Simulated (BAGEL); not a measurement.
**FCI/STO-3G (density fitting with cc-pvqz-jkfit) run of NO2F (SMILES O=[N+]([O-])F)**

What is the energy change on altering one bond length of NO2F at FCI/STO-3G (density fitting with cc-pvqz-jkfit)? 

The results are computed with BAGEL 1.2.2.

## 1. The molecule

NO2F: 4 atoms, total charge 0, spin state singlet. SMILES: `O=[N+]([O-])F`. The coordinates come from a PBE0-D4/def2-TZVP relaxation.

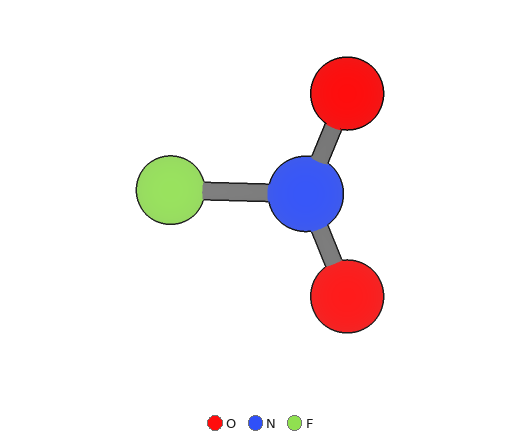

Viewed from a chosen angle; oxygen red, nitrogen blue, fluorine green.

## 2. A single-point energy at FCI/STO-3G (density fitting with cc-pvqz-jkfit)

calc.json reads:

```json
{ "bagel" : [

{
  "title" : "molecule",
  "basis" : "sto-3g",
  "df_basis" : "cc-pvqz-jkfit",
  "angstrom" : true,
  "geometry" : [
    { "atom" : "O", "xyz" : [    0.188290,    0.469930,    1.120250 ] },
    { "atom" : "N", "xyz" : [    0.079720,   -0.071800,    0.089140 ] },
    { "atom" : "O", "xyz" : [    0.476580,   -1.068680,   -0.376880 ] },
    { "atom" : "F", "xyz" : [   -0.744590,    0.670550,   -0.832510 ] }
  ]
},
{ "title" : "hf" },
{ "title" : "fci", "nstate" : 1, "ncore" : 4 }

]}
```

Run with:

```sh
BAGEL_NUM_THREADS=1 BAGEL calc.json > calc.out
```

The program printed:

```text
* using 1 threads per process

  ===============================================================
  ===============================================================

  *** Geometry ***

  { "atom" : "O", "xyz" : [      0.355817,      0.888039,      2.116966 ] },
  { "atom" : "N", "xyz" : [      0.150649,     -0.135682,      0.168450 ] },
  { "atom" : "O", "xyz" : [      0.900606,     -2.019513,     -0.712200 ] },
  { "atom" : "F", "xyz" : [     -1.407071,      1.267156,     -1.573216 ] },

  Number of auxiliary basis functions:      424

  Since a DF basis is specified, we compute 2- and 3-index integrals:
    o Being stored without compression. Storage requirement is 0.001 GB

  Number of basis functions:       20
  Number of electrons      :       32

    * METHOD: MOLECULE                             0.11

  *** RHF ***

  === Nuclear Repulsion ===
   124.4765062625

      * DIIS with orbital gradients will be used.

  === RHF iteration (sto-3g) ===
      0       -298.94798090          0.05640714           0.01
      1       -299.18087516          0.02633223           0.01
      2       -299.23736795          0.00245238           0.01
      3       -299.23895872          0.00105794           0.01
      4       -299.23937130          0.00015133           0.01
      5       -299.23937760          0.00004975           0.01
      6       -299.23937832          0.00001016           0.01
      7       -299.23937834          0.00000176           0.01
      8       -299.23937834          0.00000062           0.01
      9       -299.23937834          0.00000014           0.01
     10       -299.23937834          0.00000004           0.01
     11       -299.23937834          0.00000002           0.01
     12       -299.23937834          0.00000000           0.01
    * SCF iteration converged.

    * Permanent dipole moment:
           (    0.137271,    -0.123612,     0.153474) a.u.

    * METHOD: HF                                   0.14

  ---------------------------
        FCI calculation
  ---------------------------

  Performs exactly the same way as Knowles & Handy 1984 CPL

  o alpha-beta strings
      length:          3640
  o size of the space
      determinant space:  3312400
      spin-adapted space: 866320

  o single displacement lists (alpha)
      length:        109200
  o single displacement lists (beta)
      length:        109200

     guess   0:   closed 111111111111....     open ................

  === FCI iteration ===

      0  0      -299.23937834     3.76e-04     10.31
      1  0      -299.43396699     2.01e-04      9.97
      2  0      -299.47446257     1.06e-04      9.95
      3  0      -299.48480989     5.16e-05     10.19
      4  0      -299.48712347     2.65e-05     10.11
      5  0      -299.48769024     1.44e-05     10.06
      6  0      -299.48783326     7.58e-06     10.15
      7  0      -299.48787900     4.02e-06     10.27
      8  0      -299.48788995     2.56e-06     10.23
      9  0      -299.48789449     1.31e-06     10.10
     10  0      -299.48789605     8.21e-07     10.48
     11  0      -299.48789666     4.61e-07     10.44
     12  0      -299.48789684     2.51e-07     10.35
     13  0      -299.48789688     1.23e-07     10.37
     14  0      -299.48789689     5.40e-08     10.50
     15  0      -299.48789689     2.42e-08     10.39
     16  0      -299.48789689     1.17e-08     10.41
     17  0      -299.48789689     5.57e-09     10.54
     18  0      -299.48789689     2.85e-09     10.59
     19  0      -299.48789689     1.44e-09     10.42
    ** throwing out 1 trial vectors **
     20  0      -299.48789689     7.15e-10     10.54
    ** throwing out 1 trial vectors **
     21  0      -299.48789689     3.44e-10     10.43
    ** throwing out 1 trial vectors **
     22  0      -299.48789689     1.57e-10     10.41
    ** throwing out 1 trial vectors **
     23  0 *    -299.48789689     7.31e-11      9.77

     * ci vector, state   0, <S^2> = 0.0000
       222222222222....     0.9116222940
       22222222222.2...    -0.2111719807
       2222222222.2.2..    -0.1294016138
       2222.22222222...    -0.0524311315

    * METHOD: FCI                                249.66

  ===============================================================
```

Run time: 4.2 min. Hardware: 1 thread of Arm Neoverse V1, shared host; peak memory 7.9 GiB.

## 3. The distorted shape, same level

input.json reads:

```json
{ "bagel" : [

{
  "title" : "molecule",
  "basis" : "sto-3g",
  "df_basis" : "cc-pvqz-jkfit",
  "angstrom" : true,
  "geometry" : [
    { "atom" : "O", "xyz" : [    0.311961,    0.358556,    1.258525 ] },
    { "atom" : "N", "xyz" : [    0.203391,   -0.183174,    0.227415 ] },
    { "atom" : "O", "xyz" : [    0.600251,   -1.180054,   -0.238605 ] },
    { "atom" : "F", "xyz" : [   -0.744590,    0.670550,   -0.832510 ] }
  ]
},
{
  "title" : "hf"
},
{
  "title" : "fci",
  "nstate" : 1,
  "ncore" : 4
}

]}
```

Run with:

```sh
BAGEL_NUM_THREADS=1 BAGEL input.json > input.out
```

The program printed:

```text
* using 1 threads per process

  ===============================================================
  ===============================================================

  *** Geometry ***

  { "atom" : "O", "xyz" : [      0.589521,      0.677573,      2.378268 ] },
  { "atom" : "N", "xyz" : [      0.384353,     -0.346149,      0.429752 ] },
  { "atom" : "O", "xyz" : [      1.134310,     -2.229979,     -0.450898 ] },
  { "atom" : "F", "xyz" : [     -1.407071,      1.267156,     -1.573216 ] },

  Number of auxiliary basis functions:      424

  Since a DF basis is specified, we compute 2- and 3-index integrals:
    o Being stored without compression. Storage requirement is 0.001 GB

  Number of basis functions:       20
  Number of electrons      :       32

    * METHOD: MOLECULE                             0.11

  *** RHF ***

  === Nuclear Repulsion ===
   118.6414982302

      * DIIS with orbital gradients will be used.

  === RHF iteration (sto-3g) ===
      0       -298.88090593          0.05406678           0.01
      1       -299.12422830          0.02876701           0.01
      2       -299.20017313          0.00282640           0.01
      3       -299.20291469          0.00102915           0.01
      4       -299.20318784          0.00026632           0.01
      5       -299.20320403          0.00007618           0.01
      6       -299.20320531          0.00001835           0.01
      7       -299.20320538          0.00000202           0.01
      8       -299.20320539          0.00000058           0.01
      9       -299.20320539          0.00000014           0.01
     10       -299.20320539          0.00000008           0.01
     11       -299.20320539          0.00000003           0.01
     12       -299.20320539          0.00000001           0.01
    * SCF iteration converged.

    * Permanent dipole moment:
           (    0.056074,    -0.050489,     0.062689) a.u.

    * METHOD: HF                                   0.14

  ---------------------------
        FCI calculation
  ---------------------------

  Performs exactly the same way as Knowles & Handy 1984 CPL

  o alpha-beta strings
      length:          3640
  o size of the space
      determinant space:  3312400
      spin-adapted space: 866320

  o single displacement lists (alpha)
      length:        109200
  o single displacement lists (beta)
      length:        109200

     guess   0:   closed 111111111111....     open ................

  === FCI iteration ===

      0  0      -299.20320539     3.83e-04      9.98
      1  0      -299.41946906     2.20e-04     10.37
      2  0      -299.46972667     1.22e-04     10.33
      3  0      -299.48442503     6.19e-05     10.15
      4  0      -299.48800952     3.34e-05     10.74
      5  0      -299.48895635     1.84e-05     10.73
      6  0      -299.48922199     1.03e-05     10.29
      7  0      -299.48931317     6.05e-06     10.39
      8  0      -299.48934325     4.22e-06     10.45
      9  0      -299.48935866     2.65e-06     10.40
     10  0      -299.48936640     1.93e-06     10.26
     11  0      -299.48936992     1.26e-06     10.31
     12  0      -299.48937131     7.30e-07     10.49
     13  0      -299.48937172     3.76e-07     10.33
     14  0      -299.48937184     1.78e-07     10.59
     15  0      -299.48937187     9.05e-08     10.57
     16  0      -299.48937188     4.47e-08     10.26
     17  0      -299.48937188     2.34e-08     10.44
     18  0      -299.48937188     1.25e-08     10.56
     19  0      -299.48937188     6.41e-09     10.45
    ** throwing out 1 trial vectors **
     20  0      -299.48937188     3.02e-09     10.72
    ** throwing out 1 trial vectors **
     21  0      -299.48937188     1.40e-09     10.45
    ** throwing out 1 trial vectors **
     22  0      -299.48937188     6.44e-10     10.22
    ** throwing out 1 trial vectors **
     23  0      -299.48937188     3.27e-10     10.61
    ** throwing out 1 trial vectors **
     24  0      -299.48937188     1.74e-10     10.62
    ** throwing out 1 trial vectors **
     25  0 *    -299.48937188     8.63e-11      9.50

     * ci vector, state   0, <S^2> = 0.0000
       222222222222....    -0.8813499807
       22222222222..2..     0.2533646162
       2222222222.22...     0.1906702735
       22222.2222222...     0.0600210569
       222222222ab2ab..    -0.0560412970
       222222222ba2ba..    -0.0560412970
       222b2222222a.2..    -0.0507675619
       222a2222222b.2..    -0.0507675619

    * METHOD: FCI                                272.81

  ===============================================================
```

Wall time 4.6 min (1 thread of Arm Neoverse V1, shared host); peak memory 7.9 GiB.

## 4. Results

Level: FCI/STO-3G (density fitting with cc-pvqz-jkfit), 4 core orbitals frozen.

| quantity | value |
| --- | --- |
| first shape: total energy | -299.48790 Eh |
| distorted shape: total energy | -299.48937 Eh |
| energy change with the N2–F4 bond stretched from 1.442 to 1.659 Å | -0.040 eV |

**Reading.** With the N2–F4 bond stretched from 1.442 to 1.659 Å the energy falls by 0.04 eV (0.9 kcal/mol). The first shape isn't relaxed at this level, so the change isn't measured from a minimum. The minimal basis adds a large error of its own.
